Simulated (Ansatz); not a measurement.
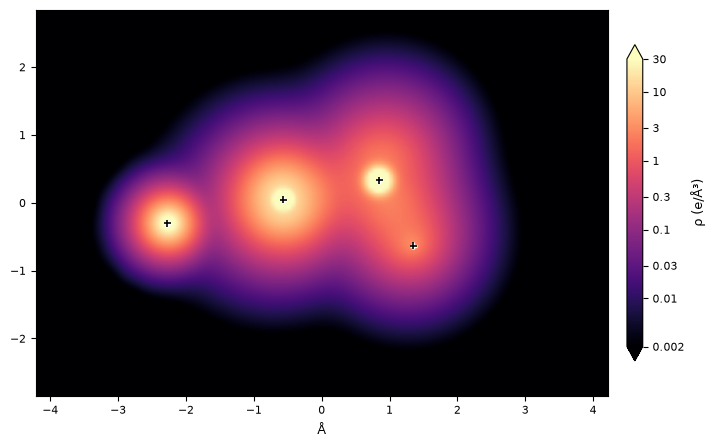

The electron density on a plane through atoms (crosses mark nuclei in the plane).

The calculation used RKS PBE0-D4/def2-TZVPPD (Ansatz 0.2.0).

Candidates:
A. H$_{2}$···Br$_{2}$ (SMILES [H][H].BrBr)
B. CH$_{3}$FLi (charge +1)

Which system is this?

Candidate B: CH$_{3}$FLi on the plane of atoms F3, C2 and H6, which holds Li, C, F and H. C–F (1.44 Å): ρ at the midpoint is about 1.7 e/Å³, with its minimum of 1.3 e/Å³ about 0.5 Å from C. Li–F (1.74 Å): ρ at the midpoint is about 0.44 e/Å³.
